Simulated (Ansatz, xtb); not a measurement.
Stretching the Si1–I2 bond in H3ISi (SMILES [SiH3]I) (multiplicity 1 held, fragments rigid). Energies count from the point at 2.459 Å.
Geometry at that point (charge 0, multiplicity 1):
| atom | x (Å) | y (Å) | z (Å) |
|---|---|---|---|
| Si | -1.8413 | 0.0490 | 0.0181 |
| I | 0.6169 | -0.0164 | -0.0060 |
| H | -2.2729 | 1.4257 | -0.2930 |
| H | -2.3038 | -0.3479 | 1.3622 |
| H | -2.3415 | -0.8938 | -1.0014 |

Restricted levels (R-, RO-) in cc, def2 and unpolarised 6-31G sets keep to the state of the molecule at rest. Unrestricted levels (U-) break spin symmetry where that is lower. Active spaces are followed from a long bond inwards. Curves can end on different states.

Cores are frozen in the correlated methods. Filled d and f shells under p-block atoms count as core.

Programs: Ansatz (a program for electronic structure); xtb for the GFN methods. Values without a source in brackets are computed. In def2 rows elements past Kr take small-core potentials, without spin–orbit coupling. The GFN methods have no spin term and hold the electronic entropy of 300 K.

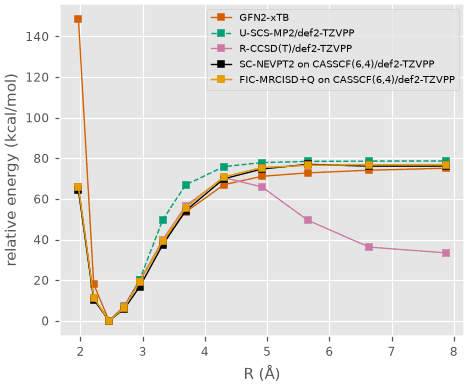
Fig. 1. Relative energy along the coordinate

**Question.** Read off the U-SCS-MP2/def2-TZVPP curve at R = 3.320.

**Answer.** about 50 kcal/mol

Doubts at one or more of the structures used: a spin-contaminated determinant (U-SCS-MP2/def2-TZVPP); a restricted determinant that unrestricted orbitals would lower (R-CCSD(T)/def2-TZVPP); other coupled-cluster roots lie near (R-CCSD(T)/def2-TZVPP); T1 above 0.05 (R-CCSD(T)/def2-TZVPP); active orbitals that take no part (SC-NEVPT2 on CASSCF(6,4)/def2-TZVPP, FIC-MRCISD+Q on CASSCF(6,4)/def2-TZVPP).
